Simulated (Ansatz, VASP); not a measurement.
**CdTe in two plane-wave programs**

Aim: how closely do two programs agree when they are given the same cell, functional and k mesh? The cell is taken from a series of VASP runs on this material, whose earlier steps may have relaxed, scaled or displaced it; both programs get it as it stands. Valence electrons are named where the data sets of a main pair hold unlike numbers.

Method: plane waves, with VASP 6.6.1 beside it; band structure at HSE06, spin-orbit coupling, in Ansatz 0.2.0.

**1. Starting point**

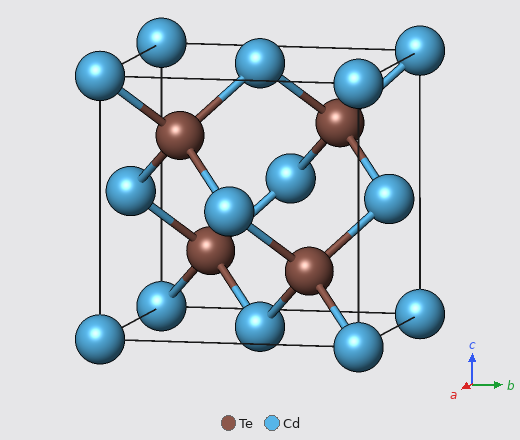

The starting structure, seen slightly off an axis (tellurium brown, cadmium blue). This picture shows the conventional cell, with its axes. Bonds to atoms that aren't drawn are left out. Some periodic images of atoms are drawn too.

**2. VASP: band structure, HSE06, spin-orbit coupling**

Levels along a path test the potential and the projectors away from the mesh points.

Lines of VASP's logs that name or quote its potential files are left out, and so is its time.

The run reads the wave functions of an earlier VASP run, which isn't shown here.

Input file INCAR:

```
SYSTEM = CdTe
PREC = Accurate
ENCUT = 350
EDIFF = 1E-06
NELM = 100
ISMEAR = 0
SIGMA = 0.03
LREAL = .FALSE.
ALGO = Normal
LHFCALC = .TRUE.
AEXX = 0.25
GGA = PE
HFSCREEN = 0.2
LASPH = .TRUE.
LNONCOLLINEAR = .TRUE.
MAGMOM = 0 0 0 0 0 0
NBANDS = 30
GGA_COMPAT = .FALSE.
LSORBIT = .TRUE.
PRECFOCK = Fast
LORBIT = 11
LWAVE = .FALSE.
LCHARG = .FALSE.
KPAR = 4
```

Input file POSCAR:

```
CdTe
1.0
    0.0000000000      3.1400000000      3.1400000000
    3.1400000000      0.0000000000      3.1400000000
    3.1400000000      3.1400000000      0.0000000000
Te Cd
1 1
Direct
    0.7500000000      0.7500000000      0.7500000000
    0.0000000000      0.0000000000      0.0000000000
```

Input file KPOINTS:

```
Automatic mesh
0
Gamma
4 4 4
0 0 0
```

Input file KPOINTS_OPT:

```
Line mode
10
Line-mode
Reciprocal
  0.00000000   0.00000000   0.00000000 GAMMA
  0.50000000   0.00000000   0.50000000 X

  0.50000000   0.00000000   0.50000000 X
  0.50000000   0.25000000   0.75000000 W

  0.50000000   0.25000000   0.75000000 W
  0.37500000   0.37500000   0.75000000 K

  0.37500000   0.37500000   0.75000000 K
  0.00000000   0.00000000   0.00000000 GAMMA

  0.00000000   0.00000000   0.00000000 GAMMA
  0.50000000   0.50000000   0.50000000 L

  0.50000000   0.50000000   0.50000000 L
  0.62500000   0.25000000   0.62500000 U

  0.62500000   0.25000000   0.62500000 U
  0.50000000   0.25000000   0.75000000 W

  0.50000000   0.25000000   0.75000000 W
  0.50000000   0.50000000   0.50000000 L

  0.50000000   0.50000000   0.50000000 L
  0.37500000   0.37500000   0.75000000 K

  0.62500000   0.25000000   0.62500000 U
  0.50000000   0.00000000   0.50000000 X
```

The projector-augmented-wave data sets are Te and Cd (PBE family, release 64).

The run is started by

```
mpirun -np 4 vasp_ncl
```

Numbers of over 12 decimals in the logs are rounded to 6 here.

What it wrote:

```text
[banner, memory and clock lines left out]
running    4 mpi-ranks, on    1 nodes
 distrk:  each k-point on    1 cores,    4 groups
 distr:  one band on    1 cores,    1 groups

 POSCAR found type information on POSCAR TeCd
 POSCAR found :  2 types and       2 ions
 LDA part: xc-table for (Slater+PW92), standard interpolation
 found WAVECAR, reading the header
 POSCAR, INCAR and KPOINTS ok, starting setup
 FFT: planning ... GRIDC
 FFT: planning ... GRID_SOFT
 FFT: planning ... GRID
 reading WAVECAR
 the WAVECAR file was read successfully
 initial charge from wavefunction
 entering main loop
       N       E                     dE             d eps       ncg     rms          rms(c)
DAV:   1    -0.594314368671E+01   -0.59431E+01   -0.17784E+00   600   0.130E+01    0.105E+01
DAV:   2    -0.593876522155E+01    0.43785E-02   -0.13145E-01   648   0.473E+00    0.696E+00
DAV:   3    -0.593564026123E+01    0.31250E-02   -0.16766E-02   648   0.155E+00    0.437E+00
DAV:   4    -0.593519062025E+01    0.44964E-03   -0.15150E-03   696   0.372E-01    0.264E+00
DAV:   5    -0.593507684146E+01    0.11378E-03   -0.22129E-04   710   0.112E-01    0.160E+00
DAV:   6    -0.593508188921E+01   -0.50477E-05   -0.52080E-05   690   0.540E-02    0.972E-01
DAV:   7    -0.593509584124E+01   -0.13952E-04   -0.66633E-06   692   0.217E-02    0.585E-01
DAV:   8    -0.593510807190E+01   -0.12231E-04   -0.18757E-06   614   0.120E-02    0.350E-01
DAV:   9    -0.593511641164E+01   -0.83397E-05   -0.87687E-07   576   0.767E-03    0.208E-01
DAV:  10    -0.593512178819E+01   -0.53766E-05   -0.39993E-07   506   0.477E-03    0.124E-01
DAV:  11    -0.593512488385E+01   -0.30957E-05   -0.21167E-07   464   0.332E-03    0.733E-02
DAV:  12    -0.593512669833E+01   -0.18145E-05   -0.94349E-08   446   0.218E-03    0.434E-02
DAV:  13    -0.593512786003E+01   -0.11617E-05   -0.45903E-08   378   0.152E-03    0.257E-02
DAV:  14    -0.593512850661E+01   -0.64658E-06   -0.23347E-08   372   0.109E-03
   1 F= -.59351285E+01 E0= -.59351285E+01  d E =-.558593E-14  mag=    -0.0000    -0.0000    -0.0000
 Start KPOINTS_OPT (optional k-point list driver)
k-point batch [1-10\100]
       N       E                     dE             ncg
DAV:   1     0.400593024978E+03   -0.17590E+04      616
DAV:   2    -0.761265389309E+03   -0.11619E+04      642
DAV:   3    -0.828662070026E+03   -0.67397E+02      714
DAV:   4    -0.830284280913E+03   -0.16222E+01      814
DAV:   5    -0.830302602469E+03   -0.18322E-01      702
DAV:   6    -0.830302932596E+03   -0.33013E-03      812
DAV:   7    -0.830302939224E+03   -0.66284E-05      612
DAV:   8    -0.830302939425E+03   -0.20117E-06      512
[...]
k-point batch [91-100\100]
       N       E                     dE             ncg
DAV:   1     0.269507321045E+03   -0.44448E+04      624
DAV:   2    -0.845348892531E+03   -0.11149E+04      672
DAV:   3    -0.900751630526E+03   -0.55403E+02      734
DAV:   4    -0.901841776456E+03   -0.10901E+01      878
DAV:   5    -0.901850092429E+03   -0.83160E-02      720
DAV:   6    -0.901850153651E+03   -0.61221E-04      838
DAV:   7    -0.901850154503E+03   -0.85201E-06      540
```

Parts of OUTCAR (step 2):

```text
ion  position               nearest neighbor table
   1  0.750  0.750  0.750-   2 2.72   2 2.72   2 2.72   2 2.72
   2  0.000  0.000  0.000-   1 2.72   1 2.72   1 2.72   1 2.72

  LATTYP: Found a face centered cubic cell.
 ALAT       =     6.2800000000

 Subroutine GETGRP returns: Found 24 space group operations
 (whereof 24 operations were pure point group operations)

The static configuration has the point symmetry T_d .

 Found     10 irreducible k-points:

   k-points           NKPTS =     10   k-points in BZ     NKDIM =     64   number of bands    NBANDS=     30

   dimension x,y,z NGX =    28 NGY =   28 NGZ =   28
   dimension x,y,z NGXF=    56 NGYF=   56 NGZF=   56

   ENCUT  =  350.0 eV  25.72 Ry    5.07 a.u.   6.77  6.77  6.77*2*pi/ulx,y,z

   NELECT =      18.0000    total number of electrons

 k-points in reciprocal lattice and weights: Automatic mesh
   0.00000000  0.00000000  0.00000000       0.016
   0.25000000  0.00000000  0.00000000       0.062
  -0.25000000  0.00000000  0.00000000       0.062
   0.50000000  0.00000000  0.00000000       0.062
   0.25000000  0.25000000  0.00000000       0.094
   0.50000000  0.25000000  0.00000000       0.188
   0.50000000 -0.25000000  0.00000000       0.188
  -0.25000000  0.25000000  0.00000000       0.188
   0.50000000  0.50000000  0.00000000       0.047
  -0.25000000  0.50000000  0.25000000       0.094

  exchange ACFDT corr.  =         0.00000000  see jH, gK, PRB 81, 115126

 average (electrostatic) potential at core
       1 -86.7339       2 -31.9525

 E-fermi :   3.1900

 k-point     1 :       0.0000    0.0000    0.0000
  band No.  band energies     occupation
    ...
     14       2.1586      1.00000
     15       3.0392      1.00000
     16       3.0392      1.00000
     17       3.0392      1.00000
     18       3.0392      1.00000
     19       4.6435      0.00000
     20       4.6435      0.00000
     21       7.9267      0.00000
     22       7.9267      0.00000
     23       8.2663      0.00000
    ...

 k-point     2 :       0.2500    0.0000    0.0000
  band No.  band energies     occupation
    ...
     14      -0.4423      1.00000
     15       1.9295      1.00000
     16       1.9295      1.00000
     17       2.4605      1.00000
     18       2.4837      1.00000
     19       5.7342      0.00000
     20       5.7342      0.00000
     21       8.6971      0.00000
     22       8.6971      0.00000
     23       8.8934      0.00000
    ...

 k-point     3 :      -0.2500    0.0000    0.0000
  band No.  band energies     occupation
    ...
     14      -0.4423      1.00000
     15       1.9295      1.00000
     16       1.9295      1.00000
     17       2.4605      1.00000
     18       2.4837      1.00000
     19       5.7342      0.00000
     20       5.7342      0.00000
     21       8.6971      0.00000
     22       8.6971      0.00000
     23       8.8934      0.00000
    ...

  energy-cutoff  :      350.00
  volume of cell :       61.92
      direct lattice vectors                 reciprocal lattice vectors
     0.000000000  3.140000000  3.140000000    -0.159235669  0.159235669  0.159235669
     3.140000000  0.000000000  3.140000000     0.159235669 -0.159235669  0.159235669
     3.140000000  3.140000000  0.000000000     0.159235669  0.159235669 -0.159235669

 POSITION                                       TOTAL-FORCE (eV/Angst)
 -----------------------------------------------------------------------------------
      4.71000      4.71000      4.71000         0.000000      0.000000      0.000000
      0.00000      0.00000      0.00000        -0.000000     -0.000000     -0.000000
 -----------------------------------------------------------------------------------
    total drift:                               -0.000001     -0.000003     -0.000002

  FREE ENERGIE OF THE ION-ELECTRON SYSTEM (eV)
  ---------------------------------------------------
  free  energy   TOTEN  =        -5.9351285066 eV

  energy  without entropy=       -5.9351285066  energy(sigma->0) =       -5.93512851

 Spin-Orbit-Coupling matrix elements
 Ion:    1  E_soc:     -0.1756558
 Ion:    2  E_soc:     -0.0598947

 total charge
# of ion       s       p       d       tot
------------------------------------------
    1        1.303   2.299   0.026   3.627
    2        0.460   0.375   9.558  10.393
--------------------------------------------------
tot          1.763   2.674   9.584  14.021

 magnetization (x)
# of ion       s       p       d       tot
------------------------------------------
    1       -0.000  -0.000  -0.000  -0.000
    2       -0.000   0.000   0.000  -0.000
--------------------------------------------------
tot         -0.000   0.000  -0.000  -0.000

 magnetization (y)
# of ion       s       p       d       tot
------------------------------------------
    1        0.000   0.000   0.000   0.000
    2       -0.000  -0.000   0.000  -0.000
--------------------------------------------------
tot         -0.000  -0.000   0.000  -0.000

 magnetization (z)
# of ion       s       p       d       tot
------------------------------------------
    1       -0.000   0.000   0.000  -0.000
    2       -0.000  -0.000   0.000  -0.000
--------------------------------------------------
tot         -0.000  -0.000   0.000  -0.000

[... 3 further parts left out ...]
```

(Part 1 of 2 ends here.)

[Lines on the potential files, build, host, timing and source positions are cut from VASP's logs without a mark.]

[Logs are printed without paths, hosts, clocks, repeated set-up lines and the standing remarks that a program may print on its own settings, such as how far it seeks lower states.]

[Hosts, paths, dates, database ids (printed as entryN), source tags and the programs' standing remarks are cut or masked in the printed files.]
